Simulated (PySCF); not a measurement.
# C3H12SSi3 (SMILES C=C(C)[SiH2]S[SiH2][SiH3]): what the fields show

```xyz
19

C    -1.7278    1.2402    0.5008
C    -2.0182    0.0685   -0.0496
C    -3.2354   -0.1183   -0.9034
Si   -0.9622   -1.4711    0.2147
S     0.9352   -0.9852    1.0866
Si    2.0107    0.0449   -0.4827
Si    4.1098    0.5203    0.3466
H    -2.3472    2.1137    0.3583
H    -0.8576    1.3747    1.1229
H    -3.7980    0.8083   -0.9997
H    -2.9505   -0.4624   -1.8968
H    -3.8825   -0.8788   -0.4678
H    -1.5467   -2.3806    1.1917
H    -0.7108   -2.1373   -1.0636
H     1.1799    1.1935   -0.8530
H     1.9637   -0.8576   -1.6369
H     4.8823   -0.6798    0.6718
H     4.0848    1.3608    1.5445
H     4.8608    1.2554   -0.6768
```

Geometry: GFN2-xTB.

Theory: PBE0/pcSseg-1, SCF density, gas phase, non-relativistic (PySCF 2.14.0).

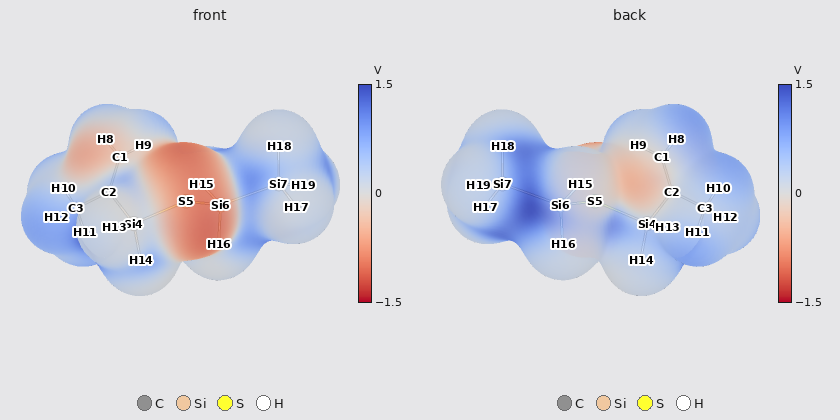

Figure 1. The electrostatic potential painted on the density surface at 0.002 e/bohr³, seen from the front and from behind; the colour scale runs from red (negative) to blue (positive).

> Where is the surface potential most negative and most positive?

The most negative region (about −1.0 V) lies over S5, the most positive (about +1.4 V) over Si4 and Si6.

> What dipole moment does the calculation give?

Its dipole moment is 1.91 D.

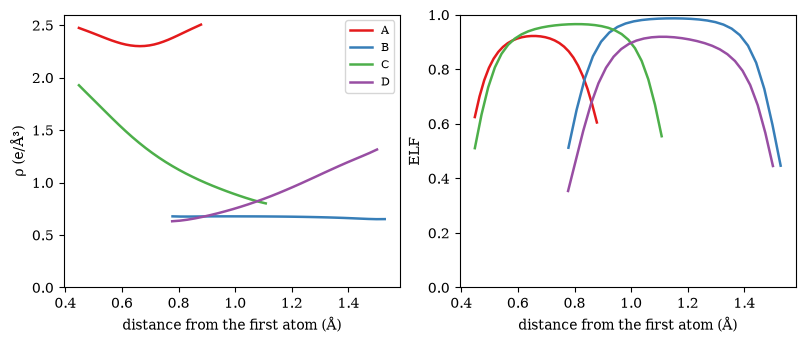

Figure 2. Electron density and ELF along straight lines between neighbouring atoms. The curves leave out the atomic cores.

> Which curve belongs to which contact (C–C, C–Si, Si–S and Si–Si)? The first atom named is at distance zero.

Curve A: C–C (1.33 Å): the density is about 2.3 e/Å³ at the midpoint; the ELF peaks at about 0.90 between the atoms: a short, multiple covalent bond. Curve B: Si–Si (2.31 Å): ρ is about 0.68 e/Å³ halfway; the ELF peaks at about 1 between the atoms; localised, covalent bonding. Curve C: C–Si (1.89 Å): ρ at the midpoint is about 0.95 e/Å³; the ELF peaks at about 0.95 between the atoms: a shared electron pair. Curve D: Si–S (2.14 Å): ρ at the midpoint is about 0.82 e/Å³; the ELF peaks at about 0.90 between the atoms (a covalent bond).
